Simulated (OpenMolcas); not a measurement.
**Yb³⁺ with 8 ligands (fluoride): CASSCF and CASPT2 levels and susceptibility**

Aim: the ligand-field states of Yb³⁺ in this surrounding, its lowest levels with spin-orbit coupling and its magnetic susceptibility.

Program: OpenMolcas 26.06. Level of theory: state-averaged CASSCF and CASPT2, spin-orbit coupling by RASSI with atomic mean-field integrals. These are calculated values, not measurements, unless marked.

## 1. The system

```
Species                           : Yb³⁺ (ytterbium, Z = 70, 67 electrons)
Basis                             : ANO-RCC-VTZP [8s7p5d3f2g1h], 344 functions with the ligands
Scalar Hamiltonian                : DKH2, point nucleus
Inactive shells                   : 1s 2s 2p 3s 3p 3d 4s 4p 4d 5s 5p of the metal, and all ligand shells
Active space                      : 13 electrons in 7 orbitals (4f)
Some configurations of this space : 4f13
Orbitals                          : optimised for the highest spin of each parity, averaged over all roots
```

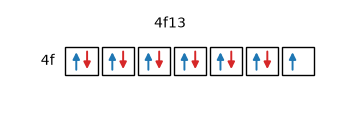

Occupation of the outer shells (arrows by Hund's rule).

Yb³⁺ is taken with 8 ligands (fluoride) in cube coordination (Oh) at 2.29 Å. A charge of +0.625 e stands 2.4 Å behind each ligand. Ligand basis ANO-RCC-VTZP. The distances are assumed, not relaxed.

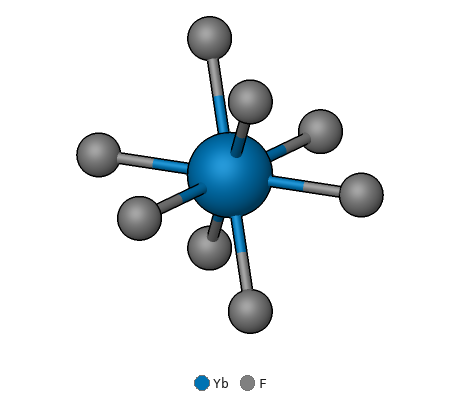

The cluster treated with basis functions (ytterbium blue, fluorine grey); what lies farther out is not drawn.

```xyz
9

Yb    0.0000    0.0000    0.0000
F     1.3221    1.3221    1.3221
F     1.3221    1.3221   -1.3221
F     1.3221   -1.3221    1.3221
F     1.3221   -1.3221   -1.3221
F    -1.3221    1.3221    1.3221
F    -1.3221    1.3221   -1.3221
F    -1.3221   -1.3221    1.3221
F    -1.3221   -1.3221   -1.3221
```

Each step is its own input file, run in one work folder so that later steps find the files of earlier ones. Only the result sections of each output are shown. Labels, J, g values, rates, χT and fits are worked out afterwards by a script from the matrices that RASSI stores. The input lists half of the charges; inversion (Group=XYZ) makes the rest.

## 2. One- and two-electron integrals

a.inp

```
&GATEWAY
Coord
9

Yb 0.0 0.0 0.0
F 1.322132 1.322132 1.322132
F 1.322132 1.322132 -1.322132
F 1.322132 -1.322132 1.322132
F 1.322132 -1.322132 -1.322132
F -1.322132 1.322132 1.322132
F -1.322132 1.322132 -1.322132
F -1.322132 -1.322132 1.322132
F -1.322132 -1.322132 -1.322132
Basis=Yb.ANO-RCC-VTZP,F.ANO-RCC-VTZP
Group=XYZ
NoMove
AngMom=0.0 0.0 0.0
AMFI
RICD
XField
4 Angstrom 0
2.707773 2.707773 2.707773 0.625000
2.707773 2.707773 -2.707773 0.625000
2.707773 -2.707773 2.707773 0.625000
2.707773 -2.707773 -2.707773 0.625000
&SEWARD
```

Started as:

```bash
$ OMP_NUM_THREADS=1 MOLCAS_MEM=3686 MOLCAS_PROJECT=a pymolcas a.inp > a.log
```

## 3. CASSCF: doublets of odd parity, 7 roots

a.inp

```
&RASSCF
FileOrb=start.orb
Symmetry=2
Spin=2
nActEl=13 0 0
Inactive=35 32
Ras2=0 7
CIRoot=7 7 1
SDav=7
CIMx=300
Iter=150 100
PrWF=0.3
OrbListing=Nothing
MaxOrb=0
LevShft=1.0
>>> COPY $Project.JobIph JOB001
```

start.orb holds start orbitals that the driver prepared beforehand, or those of the step before.

## 4. State interaction with spin-orbit coupling

a.inp

```
&RASSI
NrOfJobIphs=1 7
1 2 3 4 5 6 7
IphNames
JOB001
EJob
SpinOrbit
DIPRint=1.0
SOCoupling=1000.0
Subsets=2
Property=9
'ANGMOM' 1 'ANGMOM' 2 'ANGMOM' 3 'MLTPL  1' 1 'MLTPL  1' 2 'MLTPL  1' 3
'AMFI' 1 'AMFI' 2 'AMFI' 3
SOProperty=3
'ANGMOM' 1 'ANGMOM' 2 'ANGMOM' 3
```

## 5. CASPT2: IPEA 0.25, imaginary shift 0.1 (closed shells correlated: 5s 5p of the metal, with ligand shells; the Frozen line counts the rest)

a.inp

```
>>> COPY JOB001 $Project.JobIph
&CASPT2
Multistate=7 1 2 3 4 5 6 7
NoMult
Frozen=18 13
IPEA=0.25
Imaginary=0.1
MaxIter=60
WThr=0.0 0.3 0.05
PrWF=0.5
NoMix
```

(Steps that only read results are left out.)

Q: Predict the outcome of this session. Wanted: spin-free ground state; first state of the same spin within the active space; lowest level; next level.

**Answer**, as computed:

| quantity | value |
| --- | --- |
| method | SS-CASPT2, IPEA 0.25, imaginary shift 0.1 (closed shells correlated: 5s 5p of the metal, with ligand shells; the Frozen line counts the rest) |
| spin-free ground state | 2A2, 1-fold in its orbital part |
| first state of the same spin within the active space | 2T2 at 719 cm⁻¹ |
| lowest level | 2-fold Γ7, g = 3.46, 3.46, 3.46 |
| next level | 437.7 cm⁻¹ |
| χT at 300 K | 2.26 cm³ K/mol |
| effective moment at 300 K | 4.25 μB |

Cost by method:

```csv
method,time of its own steps,time with the reference
A. CASSCF,2.5 min,2.5 min
"B. SS-CASPT2, IPEA 0.25, imaginary shift 0.1, +5s 5p",9.4 min,12 min
```

Times are of one thread on a shared host.

What this shows: The spin-free ground state (2A2) is 1-fold and keeps the highest spin of the shell.
